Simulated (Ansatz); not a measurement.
Reaction (SMILES): C(Cl)Cl → C atom + 2 Cl atom + 2 H atom
B3LYP-D3(BJ)/def2-TZVP geometries, fixed; electronic energies without zero-point terms.

Basis-set convergence of the atomisation energy at PBE with Ansatz (a quantum-chemistry and plane-wave program). Cartesian d functions, on some or all atoms, in 6-31G*; all else is spherical. The program fits the integrals of some runs and decomposes those of others, by size. Open shells are unrestricted. No added dispersion term, no relativity. Functions are those of the species that has most. Reference: the value in aug-pcseg-3, 380.75 kcal/mol, itself unsure by roughly 0.17 kcal/mol (its mean distance from aug-cc-pV(Q+d)Z, cc-pV(5+d)Z, def2-QZVPPD). Deviations are taken from unrounded values.

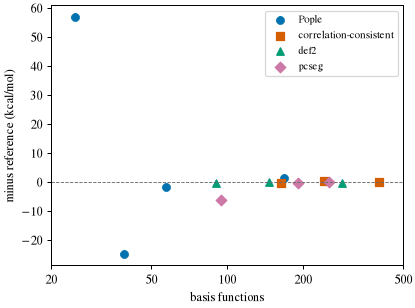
Deviation from the reference against the number of basis functions, by family of sets.

```json
[
 {"basis": "STO-3G", "functions": "25", "atomisation energy (kcal/mol)": "437.55", "minus reference (kcal/mol)": "56.80"},
 {"basis": "6-31G", "functions": "39", "atomisation energy (kcal/mol)": "356.02", "minus reference (kcal/mol)": "-24.73"},
 {"basis": "6-31G*", "functions": "57", "atomisation energy (kcal/mol)": "379.09", "minus reference (kcal/mol)": "-1.66"},
 {"basis": "def2-SVPD", "functions": "90", "atomisation energy (kcal/mol)": "380.42", "minus reference (kcal/mol)": "-0.33"},
 {"basis": "aug-pcseg-1", "functions": "95", "atomisation energy (kcal/mol)": "374.58", "minus reference (kcal/mol)": "-6.17"},
 {"basis": "def2-TZVPD", "functions": "147", "atomisation energy (kcal/mol)": "380.58", "minus reference (kcal/mol)": "-0.17"},
 {"basis": "jun-cc-pV(T+d)Z", "functions": "163", "atomisation energy (kcal/mol)": "380.40", "minus reference (kcal/mol)": "-0.35"},
 {"basis": "6-311++G(3df,3pd)", "functions": "169", "atomisation energy (kcal/mol)": "382.04", "minus reference (kcal/mol)": "1.29"},
 {"basis": "aug-pcseg-2", "functions": "192", "atomisation energy (kcal/mol)": "380.55", "minus reference (kcal/mol)": "-0.20"},
 {"basis": "cc-pV(Q+d)Z", "functions": "243", "atomisation energy (kcal/mol)": "380.98", "minus reference (kcal/mol)": "0.23"},
 {"basis": "pcseg-3", "functions": "254", "atomisation energy (kcal/mol)": "380.75", "minus reference (kcal/mol)": "0.00"},
 {"basis": "def2-QZVPPD", "functions": "287", "atomisation energy (kcal/mol)": "380.52", "minus reference (kcal/mol)": "-0.23"},
 {"basis": "cc-pV(5+d)Z", "functions": "401", "atomisation energy (kcal/mol)": "380.87", "minus reference (kcal/mol)": "0.12"}
]
```
